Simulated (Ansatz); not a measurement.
# Ni3S4: a scan of SCF settings

Which SCF settings change the result for Ni3S4, and which only the effort? The default run comes first. Ni3S4 is taken in the coordinates of a database entry, unrelaxed (space group Fd-3m), 14 atoms in the cell. Source: COD entry 5910137, which need not be the ambient phase.

Method: DFT PBEsol+U, PAW, plane waves, scalar-relativistic; U − J = 2.2 eV on Ni d, in Ansatz 0.2.0.

2 further runs of the same task are left out: 2 that didn't finish.

## (1) Starting point

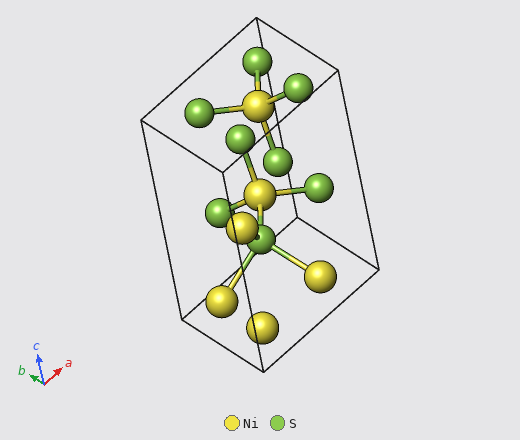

The starting structure, seen slightly off an axis (nickel yellow, sulfur green).

As a file:

```
Ni S
1.0
     0.00000    4.82500    4.82500
     4.82500    0.00000    4.82500
     4.82500    4.82500    0.00000
Ni S
6 8
Direct
  0.75000 0.75000 0.75000
  0.50000 0.50000 0.50000
  0.12500 0.12500 0.12500
  0.62500 0.12500 0.12500
  0.12500 0.12500 0.62500
  0.12500 0.62500 0.12500
  0.87550 0.87550 0.87550
  0.87650 0.37450 0.37450
  0.87550 0.87550 0.37350
  0.37450 0.87650 0.37450
  0.37350 0.87550 0.87550
  0.37450 0.37450 0.37450
  0.87550 0.37350 0.87550
  0.37450 0.37450 0.87650
```

Atoms are counted from 1 in the order of input.yaml (S14 and so on).

After the default run come: direct minimisation; Gaussian smearing, width 0.3 eV; k-point mesh 2x2x2; Fermi–Dirac smearing, width 0.3 eV; MSR1 mixing, preconditioner LDOS; cold smearing, width 0.5 eV; Broyden, β 0.3, history 3, no preconditioner; density-residual threshold 1e-3 eV.

The search for lower states is off throughout, and inputs that name a mixer don't switch to direct minimisation unless they say so. Spin is collinear, with starting moments Ni1 2.00, Ni2 2.00, Ni3 2.00, Ni4 2.00, Ni5 2.00, Ni6 2.00 μB. β is the mixing step of the charge; the magnetisation has a step of its own, which the program sets unless it is named.

## (2) Default SCF settings

input.yaml

```yaml
crystal:
  lattice:
    - [0.0, 4.825, 4.825]
    - [4.825, 0.0, 4.825]
    - [4.825, 4.825, 0.0]
  atoms:
    - { symbol: Ni, position: [0.75, 0.75, 0.75], spin: 2.0 }
    - { symbol: Ni, position: [0.5, 0.5, 0.5], spin: 2.0 }
    - { symbol: Ni, position: [0.125, 0.125, 0.125], spin: 2.0 }
    - { symbol: Ni, position: [0.625, 0.125, 0.125], spin: 2.0 }
    - { symbol: Ni, position: [0.125, 0.125, 0.625], spin: 2.0 }
    - { symbol: Ni, position: [0.125, 0.625, 0.125], spin: 2.0 }
    - { symbol: S, position: [0.8755, 0.8755, 0.8755] }
    - { symbol: S, position: [0.8765, 0.3745, 0.3745] }
    - { symbol: S, position: [0.8755, 0.8755, 0.3735] }
    - { symbol: S, position: [0.3745, 0.8765, 0.3745] }
    - { symbol: S, position: [0.3735, 0.8755, 0.8755] }
    - { symbol: S, position: [0.3745, 0.3745, 0.3745] }
    - { symbol: S, position: [0.8755, 0.3735, 0.8755] }
    - { symbol: S, position: [0.3745, 0.3745, 0.8765] }
magnetization:
  spin_polarized: true
hamiltonian:
  xc: pbesol
  pseudopotentials: { kind: paw }
  hubbard: { sites: [{ species: Ni, l: d, u_eff: 2.2 }] }
basis:
  ecutwfc: 420
kpoints:
  mp_grid: { grid: [3, 3, 3] }
scf:
  occupations: { method: fermi_dirac, width: 0.03 }
  lower_state_search: "off"
output:
  forces: true
  stress: true
  write_density: true
  write_potential: true
  elf: true
  volumetric_format: npy
```

Run with:

```console
ansatz run input.yaml --threads 2 --pin off --max-ram 5120MiB --backend cpu --events-out ev --progress --plain --runs-dir out
```

Standard output:

```text
Ni: projections on atomic orbitals take those of the free atom [Ne] 3s2 3p6 3d8 4s2, of charge +0.00 (hamiltonian.pseudopotentials.projection_atoms); the dataset's partial waves leave at most 1.6e-6 of an orbital's norm unspanned inside its sphere
S: projections on atomic orbitals take those of the free atom [Ne] 3s2 3p4, of charge +0.00 (hamiltonian.pseudopotentials.projection_atoms); the dataset's partial waves leave at most 1.6e-7 of an orbital's norm unspanned inside its sphere
Engine: ansatz 0.2.0, aarch64-unknown-linux-gnu
Pseudopotentials: kind: paw
Pseudopotential: Ni, paw, valence charge 18, recommended cutoff 420 eV (normal), Ni.paw.azcp
Pseudopotential: S, paw, valence charge 6, recommended cutoff 420 eV (normal), S.paw.azcp
Functional definition: PBEsol
  exchange = pbesol_x
  correlation = pbesol_c
Crystal: 14 atoms, lattice volume = 224.658 Å³
Basis set: ecut = 420 eV, 4477 PW (Γ), exchange–correlation on 96×96×96 points (8 copies of the dense FFT grid, shifted against one another)
Bands: 101, of which v1, the nominal top of the filled ones, is band 78 counted from 1 (77 counted from 0)
Symmetry: 48 space group operations
Space group: Fd-3m (ITA 227), of the structure as read, at distance tolerance 6.1e-5 Å
Magnetic group: BNS 227.128 (UNI 1630), of the structure as read, at distance tolerance 6.1e-5 Å
k-points: 4 of 27
Non-local potential: Ni, projectors of the file, l = 0: 3, l = 1: 2, l = 2: 3, l = 3: 1
Non-local potential: S, projectors of the file, l = 0: 2, l = 1: 2, l = 2: 2
PAW form: soft (Blöchl's): semilocal exchange-correlation on the pseudo side does not see the compensation charge
PAW frozen core: Ni, regenerated for the run's functional, and the local potential with it (the file was generated under x = pbe(κ = 0.804, μ = 0.2195149727645171), c = pbe(β = 0.06672455060314922))
PAW frozen core: S, regenerated for the run's functional, and the local potential with it (the file was generated under x = pbe(κ = 0.804, μ = 0.2195149727645171), c = pbe(β = 0.06672455060314922))
PAW one-centre angular grid: Ni, 590 points (default); XC on 64 Gauss nodes
PAW one-centre angular grid: S, 110 points (default); XC on 64 Gauss nodes
Initial density: superposition of atomic densities (chi_scale 0.1, normalization cell, long waves kept (reshape's long-wave potential 0.01 eV rms))
Starting moments: Σ|m| = 12 μB on 6 of 14 sites
Initial wavefunctions: pseudopotential atomic-orbital guess
Functional: x = pbesol(κ = 0.804, μ = 0.12345679012345678), c = pbesol(β = 0.046)
SCF iter   1: F=—  HF=-41906.003271 eV  |F-HF|=—  |Δ(HF+E_count)|=         —  Δρ=1.53e-1 (↑4.93e-2 ↓1.53e-1)  dr2=3.11e1  dr2_m=1.98e1  M=4.321 μB ∫|m|=4.459 μB  β_m=0.30  ethr=3.10e-3  ⟨swp⟩=5.9  Hψ=3063  notcnv=0  defer=29
preconditioner: auto → Kerker (q_TF=auto, 2.567 Å⁻¹)  [metal: Δε(μ)=0.078 eV  Ē_g=9.785 eV  σ=0.030 eV  W_gap=0.44  n_scr=58 (ndim 8)  ℏωp=25.7 eV  f_vac=0.000  D(μ)=10.30/eV (n_scr^D=88)]
spin=Collinear: Kerker preconditioning applied to the charge; magnetization (m = ρ↑ − ρ↓) channel mixes plain (no charge-response kernel on spin).
SCF iter   2: F=—  HF=-41904.536192 eV  |F-HF|=—  |Δ(HF+E_count)|=    1.47e0  Δρ=9.49e-2 (↑9.49e-2 ↓5.85e-2)  dr2=4.11e0  dr2_m=1.06e1  M=6.281 μB ∫|m|=6.492 μB  β_m=0.30  ethr=3.10e-3  ⟨swp⟩=3.0  Hψ=1609  notcnv=0  defer=108
Mixer restart at iter 2: flushing history
spin-set hold released at iteration 2 (the charge has settled, or the pull on large starting moments outlasts its swing): the magnetisation degrees of freedom join the quasi-Newton model from the next iteration; the mixer history was flushed
SCF iter   3: F=—  HF=-41905.368240 eV  |F-HF|=—  |Δ(HF+E_count)|=   8.32e-1  Δρ=9.14e-2 (↑5.84e-2 ↓9.14e-2)  dr2=6.70e0  dr2_m=1.07e1  M=4.442 μB ∫|m|=4.766 μB  β_m=0.65  ethr=2.63e-3  ⟨swp⟩=2.2  Hψ=1294  notcnv=0  defer=104
SCF iter   4: F=—  HF=-41907.064730 eV  |F-HF|=—  |Δ(HF+E_count)|=    1.70e0  Δρ=6.17e-2 (↑6.17e-2 ↓6.17e-2)  dr2=1.37e1  dr2_m=3.73e0  M=3.374 μB ∫|m|=4.006 μB  β_m=0.45  ethr=2.63e-3  ⟨swp⟩=2.6  Hψ=1148  notcnv=0  defer=104
SCF iter   5: F=—  HF=-41914.929424 eV  |F-HF|=—  |Δ(HF+E_count)|=    7.86e0  Δρ=1.61e-1 (↑1.61e-1 ↓1.55e-1)  dr2=1.98e2  dr2_m=6.11e-1  M=2.424 μB ∫|m|=2.660 μB  β_m=0.38  ethr=2.63e-3  ⟨swp⟩=3.6  Hψ=1670  notcnv=0  defer=109  recentre
SCF iter   6: F=—  HF=-41906.986045 eV  |F-HF|=—  |Δ(HF+E_count)|=    7.94e0  Δρ=2.98e-2 (↑1.21e-2 ↓2.98e-2)  dr2=3.13e0  dr2_m=2.31e-1  M=1.462 μB ∫|m|=2.451 μB  β_m=0.64  ethr=2.63e-3  ⟨swp⟩=3.0  Hψ=1699  notcnv=0  defer=106
SCF iter   7: F=—  HF=-41906.869560 eV  |F-HF|=—  |Δ(HF+E_count)|=   1.16e-1  Δρ=9.60e-3 (↑2.71e-3 ↓9.60e-3)  dr2=1.31e-1  dr2_m=7.06e-2  M=1.812 μB ∫|m|=2.397 μB  β_m=0.72  ethr=2.01e-3  ⟨swp⟩=2.1  Hψ=1009  notcnv=0  defer=105
SCF iter   8: F=—  HF=-41906.882665 eV  |F-HF|=—  |Δ(HF+E_count)|=   1.31e-2  Δρ=6.51e-3 (↑6.51e-3 ↓5.16e-3)  dr2=1.55e-1  dr2_m=3.71e-2  M=1.710 μB ∫|m|=2.533 μB  β_m=0.86  ethr=8.43e-5  ⟨swp⟩=2.0  Hψ=931  notcnv=0  defer=105
SCF iter   9: F=—  HF=-41906.896117 eV  |F-HF|=—  |Δ(HF+E_count)|=   1.35e-2  Δρ=4.09e-3 (↑1.46e-3 ↓4.09e-3)  dr2=5.33e-2  dr2_m=4.07e-3  M=1.429 μB ∫|m|=3.010 μB  β_m=0.93  ethr=8.43e-5  ⟨swp⟩=2.0  Hψ=1057  notcnv=0  defer=105
SCF iter  10: F=—  HF=-41906.892917 eV  |F-HF|=—  |Δ(HF+E_count)|=   3.20e-3  Δρ=1.90e-3 (↑1.90e-3 ↓1.10e-3)  dr2=9.98e-3  dr2_m=2.79e-3  M=1.507 μB ∫|m|=3.004 μB  β_m=0.92  ethr=3.42e-5  ⟨swp⟩=2.0  Hψ=917  notcnv=0  defer=105
SCF iter  11: F=—  HF=-41906.894147 eV  |F-HF|=—  |Δ(HF+E_count)|=   1.23e-3  Δρ=1.14e-3 (↑1.14e-3 ↓6.78e-4)  dr2=2.03e-3  dr2_m=1.11e-3  M=1.537 μB ∫|m|=3.136 μB  β_m=0.94  ethr=6.39e-6  ⟨swp⟩=2.0  Hψ=1103  notcnv=0  defer=105
SCF iter  12: F=—  HF=-41906.894972 eV  |F-HF|=—  |Δ(HF+E_count)|=   8.25e-4  Δρ=8.19e-4 (↑4.17e-4 ↓8.19e-4)  dr2=2.78e-3  dr2_m=2.75e-4  M=1.571 μB ∫|m|=3.249 μB  β_m=0.97  ethr=1.30e-6  ⟨swp⟩=2.0  Hψ=1099  notcnv=0  defer=105
SCF iter  13: F=—  HF=-41906.895440 eV  |F-HF|=—  |Δ(HF+E_count)|=   4.69e-4  Δρ=1.16e-3 (↑7.84e-4 ↓1.16e-3)  dr2=7.53e-3  dr2_m=1.29e-4  M=1.592 μB ∫|m|=3.296 μB  β_m=0.76  ethr=1.30e-6  ⟨swp⟩=1.5  Hψ=876  notcnv=0  defer=105  recentre
SCF iter  14: F=—  HF=-41906.895081 eV  |F-HF|=—  |Δ(HF+E_count)|=   3.59e-4  Δρ=2.10e-4 (↑7.08e-5 ↓2.10e-4)  dr2=8.20e-5  dr2_m=3.88e-5  M=1.599 μB ∫|m|=3.319 μB  β_m=0.85  ethr=1.30e-6  ⟨swp⟩=1.9  Hψ=863  notcnv=0  defer=105
SCF iter  15: F=—  HF=-41906.894961 eV  |F-HF|=—  |Δ(HF+E_count)|=   1.19e-4  Δρ=1.22e-4 (↑1.22e-4 ↓1.20e-4)  dr2=1.35e-4  dr2_m=5.26e-7  M=1.608 μB ∫|m|=3.362 μB  β_m=0.85  ethr=5.26e-8  ⟨swp⟩=2.0  Hψ=1048  notcnv=0  defer=105
SCF iter  16: F=—  HF=-41906.894955 eV  |F-HF|=—  |Δ(HF+E_count)|=   6.36e-6  Δρ=1.62e-5 (↑9.72e-6 ↓1.62e-5)  dr2=2.14e-6  dr2_m=5.97e-8  M=1.605 μB ∫|m|=3.354 μB  β_m=0.93  ethr=5.26e-8  ⟨swp⟩=1.5  Hψ=744  notcnv=0  defer=105
SCF iter  17: F=—  HF=-41906.894955 eV  |F-HF|=—  |Δ(HF+E_count)|=   1.71e-7  Δρ=3.76e-6 (↑3.76e-6 ↓3.56e-6)  dr2=1.33e-7  dr2_m=9.08e-9  M=1.605 μB ∫|m|=3.355 μB  β_m=0.96  ethr=1.37e-9  ⟨swp⟩=2.0  Hψ=1007  notcnv=0  defer=105
SCF iter  18: F=—  HF=-41906.894955 eV  |F-HF|=—  |Δ(HF+E_count)|=   6.33e-8  Δρ=4.81e-6 (↑2.59e-6 ↓4.81e-6)  dr2=1.01e-7  dr2_m=3.52e-9  M=1.605 μB ∫|m|=3.355 μB  β_m=0.97  ethr=6.41e-11  ⟨swp⟩=14.4  Hψ=5846  notcnv=0
SCF iter  19: F=-41906.894955 eV  HF=-41906.894955 eV  |F-HF|=5.09e-8  |Δ(HF+E_count)|=   3.12e-9  Δρ=3.29e-6 (↑2.18e-6 ↓3.29e-6)  dr2=5.18e-8  dr2_m=1.23e-9  M=1.605 μB ∫|m|=3.356 μB  ethr=6.41e-11  ⟨swp⟩=6.5  Hψ=4078  notcnv=0
the last iteration of the SCF fills more bands at one k-point than at another: 75 at σ=↑ k=0 and 80 at σ=↑ k=3; 75 at σ=↓ k=0 and 78 at σ=↓ k=2 (a band counts as filled where it holds over half of its capacity, the bands of one level by their mean; [...]
SCF 1 converged in 19 iterations: F = -41906.894955 eV  dr2 = 5.18e-8
SCF converged after 19 iterations
Magnetization: 1.6047 μB (78.8023 up, 77.1977 down)
Absolute magnetization: 3.3564 μB (∫|ρ↑−ρ↓|, with the PAW one-centre terms)
Spin contamination: 0.6315 ħ² per cell (⟨S²⟩ above its minimum at these occupations)
Per-site moments (μB) at R_I (Å): [(-0.25358397063978255, 0.8652779156077967), (-0.2535839706397827, 0.8652779156077972), (0.5857706911119096, 0.9931699260941955), (0.5857706911119104, 0.9931699260941951), (0.5857706911119105, 0.9931699260941953), (0.585770691111911, 0.9931699260941951), (-0.011518227008990148, 0.8652779156077967), (-0.01151822700899024, 0.8652779156077972), (-0.011518227008990233, 0.8652779156077974), (-0.011518227008990294, 0.8652779156077972), (-0.01151822700899021, 0.8652779156077974), (-0.011518227008990403, 0.8652779156077972), (-0.011518227008990349, 0.8652779156077974), (-0.01151822700899021, 0.8652779156077972)]
Free energy (F): -41906.894955 eV
Harris-Foulkes:  -41906.894955 eV  (|F-HF|=5.09e-8)
Internal energy: -41906.856378 eV  (E = F + TS)
E sigma→0 (E₀):  -41906.875667 eV
Entropy (-TS):   -0.038577 eV (-2.756 meV/atom)
Fermi energy:    9.400556 eV
--- Per-component energies (eV) ---
  E_band       = -2544.245379
  E_kinetic    = 2531.302177
  E_local      = -29747.709196  (includes V_loc(G=0)·N_el)
  E_nonlocal   = 4066.289835
  E_hartree    = 12596.043176
  E_xc         = -1264.715527
  E_vxc        = -1340.710377  (∫ρ·V_xc dr)
  E_hubbard    = 6.148115  (on-site DFT+U / exact-exchange correction)
  E_vhub       = -45.243914  (the Hubbard potential's part of the band-sum identity)
  E_paw        = -14254.040412  (= ΣΔE_a)
  E_vpaw       = -3200.227650  (= ΣTr[D̂ρ^β])
  E_aug_tail   = 0.002895  (compensation charges beyond the density's cutoff)
  E_ewald      = -15841.856770
  E_core_change = 1.679327  (= ΣΔE_core)
  E_smearing   = -0.038577  (= −TS)
  E_closure    = 0.000000  (closes the sum)
  Σ components = -41906.894955   (vs F -41906.894955, Δ=0.00e0)
--- Forces (eV/Å), atoms counted from 1 ---
  atom   1  Ni     0.00000000     0.00000000    -0.00000000
  atom   2  Ni     0.00000000    -0.00000000    -0.00000000
  atom   3  Ni     0.00000000    -0.00000000    -0.00000000
  atom   4  Ni     0.00000000    -0.00000000     0.00000000
  atom   5  Ni     0.00000000    -0.00000000     0.00000000
  atom   6  Ni     0.00000000    -0.00000000     0.00000000
  atom   7  S      1.19019666     1.19019666     1.19019666
  atom   8  S     -1.19019666     1.19019666     1.19019666
  atom   9  S     -1.19019666    -1.19019666     1.19019666
  atom  10  S      1.19019666    -1.19019666     1.19019666
  atom  11  S      1.19019666    -1.19019666    -1.19019666
  atom  12  S     -1.19019666    -1.19019666    -1.19019666
  atom  13  S     -1.19019666     1.19019666    -1.19019666
  atom  14  S      1.19019666     1.19019666    -1.19019666
  max |Σ_I F_I| component: 2.00e-15 eV/Å
--- Stress (GPa, compression-positive) ---
      -10.038077       0.000000       0.000000
        0.000000     -10.038077       0.000000
        0.000000       0.000000     -10.038077
  P = ⅓ Tr σ = -10.0381 GPa (-100.381 kbar)
--- Band table (eV; the first three rows and the last of 8) ---
  k-point 0 ↑: bands = ["-93.7470", "-93.7469", "-93.7469", "-93.7469", "-93.2905", "-93.2905", "-54.3298", "-54.3298", "-54.3298", "-54.3298", "-54.3298", "-54.3286", "-54.3286", "-54.3286", "-54.1969", "-54.1935", "-54.1935", "-54.1935", "-53.8618", "-53.8618", "-53.8618", "-53.8618", "-53.8618", "-53.8618", "-5.1945", "-3.5445", "-3.4295", "-3.4295", "-3.4295", "-3.1120", "-3.1120", "-3.1120", "2.3475", "3.0894", "3.0894", "3.0894", "3.2454", "3.8444", "3.8444", "4.7930", "4.7930", "4.7930", "5.2129", "5.2129", "5.4318", "5.4318", "5.4318", "5.4839", "5.4839", "5.4839", "6.1716", "6.1716", "6.4691", "6.6569", "6.6569", "6.6625", "6.6625", "6.6625", "6.9635", "6.9635", "6.9635", "7.1567", "7.1567", "7.1567", "7.2106", "7.2106", "7.2106", "7.3181", "7.3181", "7.3181", "7.3433", "7.3433", "7.3521", "7.3521", "7.3521", "10.0818", "10.0818", "10.0818", "10.1919", "10.1919", "10.1919", "10.5322", "10.5322", "10.5322", "10.6215", "10.6215", "13.1027", "13.1027", "13.1027", "14.2430", "14.4850", "14.9518", "14.9518", "14.9518", "15.4421", "16.0574", "16.0574", "16.7130", "16.7130", "16.7130", "17.4860"]
[... 3 lines left out ...]
Occupation matrices written to <dir>
```

Run time: 19 s. Hardware: 2 threads of Arm Neoverse V1, shared host; peak memory 0.72 GiB.

With the default settings (MSR1 mixing, preconditioner Kerker) the run converges in 19 iterations, ferrimagnetic, site moments Ni1 -0.25, Ni2 -0.25, Ni3 0.59, Ni4 0.59, Ni5 0.59, Ni6 0.59 μB, total 1.60 μB per cell, no gap on the k-mesh.

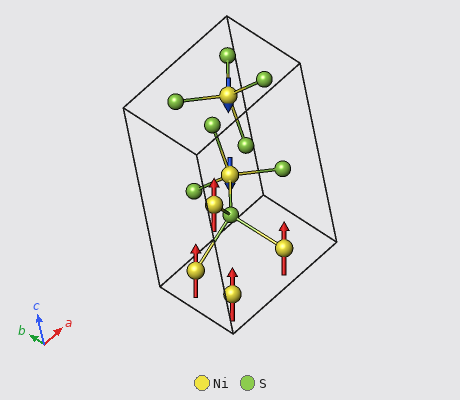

The site moments as arrows (red and blue are opposite signs).

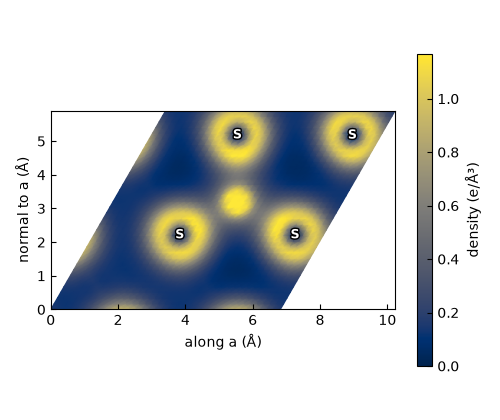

Density in a lattice plane of the grid's cell (edges 6.82 and 6.82 Å, at 0.373 of the third edge), which holds S. Only atoms in the plane are labelled; the density scale stops at 1.17 e/Å³. It is the smooth density of the valence electrons, not physical close to the nuclei.

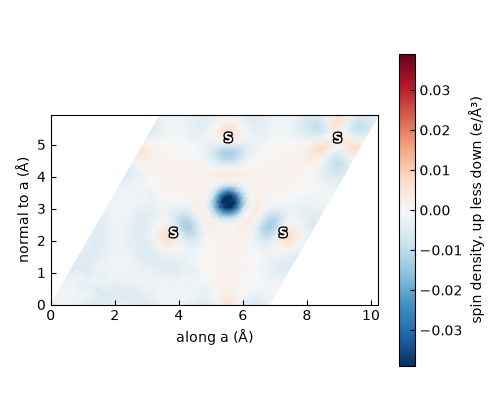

Spin density in a lattice plane of the grid's cell (edges 6.82 and 6.82 Å, at 0.373 of the third edge), which holds S.

## (3) Direct minimisation

input.yaml: that of step 2 with these lines changed.

```diff
@@ -33,2 +33,4 @@
   lower_state_search: "off"
+  algorithm: direct_min
+  max_iter: 150
 output:
@@ -36,5 +38 @@
   stress: true
-  write_density: true
-  write_potential: true
-  elf: true
-  volumetric_format: npy
```

Run with:

```console
ansatz run input.yaml --threads 2 --pin off --max-ram 5120MiB --backend cpu --events-out ev --progress --plain --runs-dir out
```

Standard output, cut to the lines that bear on the results:

```text
[... 9 lines as in an earlier run ...]
davidson cushion auto → off  (block headroom 17 ≥ Hubbard manifold empty extent 6; pin scf.eigensolver.cushion to override)
[... 15 lines as in an earlier run ...]
Starting moments: Σ|m| = 12 μB on 6 of 14 sites
[... 2 lines as in an earlier run ...]
[...]
SCF converged after 14 iterations
Magnetization: 1.6046 μB (78.8023 up, 77.1977 down)
Absolute magnetization: 3.3561 μB (∫|ρ↑−ρ↓|, with the PAW one-centre terms)
Spin contamination: 0.6314 ħ² per cell (⟨S²⟩ above its minimum at these occupations)
[...]
Free energy (F): -41906.894955 eV
[...]
E sigma→0 (E₀):  -41906.875668 eV
Entropy (-TS):   -0.038574 eV (-2.755 meV/atom)
Fermi energy:    9.400571 eV
[... 44 lines left out: energy terms, forces, stress, bands ...]
Occupation matrices written to <dir>
```

It took 65 s on 2 threads of Arm Neoverse V1, shared host; peak memory 0.99 GiB.

It takes 14 iterations (default 19). Against the default run: the same free energy.

## (4) Gaussian smearing, width 0.3 eV

input.yaml: that of step 3 with these lines changed.

```diff
@@ -31,6 +31,5 @@
 scf:
-  occupations: { method: fermi_dirac, width: 0.03 }
+  occupations: { method: gaussian, width: 0.3 }
   lower_state_search: "off"
-  algorithm: direct_min
-  max_iter: 150
+  max_iter: 100
 output:
```

Run with:

```console
ansatz run input.yaml --threads 2 --pin off --max-ram 5120MiB --backend cpu --events-out ev --progress --plain --runs-dir out
```

Standard output, cut to the lines that bear on the results:

```text
[... 24 lines as in an earlier run ...]
Starting moments: Σ|m| = 12 μB on 6 of 14 sites
[... 2 lines as in an earlier run ...]
SCF iter   1: F=—  HF=-41906.169210 eV  |F-HF|=—  |Δ(HF+E_count)|=         —  Δρ=1.54e-1 (↑4.98e-2 ↓1.54e-1)  dr2=3.08e1  dr2_m=1.99e1  M=4.258 μB ∫|m|=4.392 μB  β_m=0.30  ethr=3.10e-3  ⟨swp⟩=7.8  Hψ=3259  notcnv=0
[...]
[... 1 line as in an earlier run ...]
[...]
[... 1 line as in an earlier run ...]
[...]
  atom   5  Ni     0.00000000    -0.00000000    -0.00000000
  atom   6  Ni     0.00000000    -0.00000000    -0.00000000
  atom   7  S      1.17490419     1.17490419     1.17490419
  atom   8  S     -1.17490419     1.17490419     1.17490419
[...]
--- Stress (GPa, compression-positive) ---
       -9.851866       0.000000       0.000000
       -0.000000      -9.851866      -0.000000
       -0.000000       0.000000      -9.851866
  P = ⅓ Tr σ = -9.8519 GPa (-98.519 kbar)
Occupation matrices written to <dir>
```

Wall time 15 s (2 threads of Arm Neoverse V1, shared host); peak memory 0.73 GiB.

Compared with step 2: free energy shifted by -15.8 meV/atom, zero-width estimate shifted by -2.2 meV/atom, forces change by up to 0.026 eV/Å, pressure -9.9 GPa against -10.0; 18 iterations in place of 19.

(Part 1 of 2 ends here.)
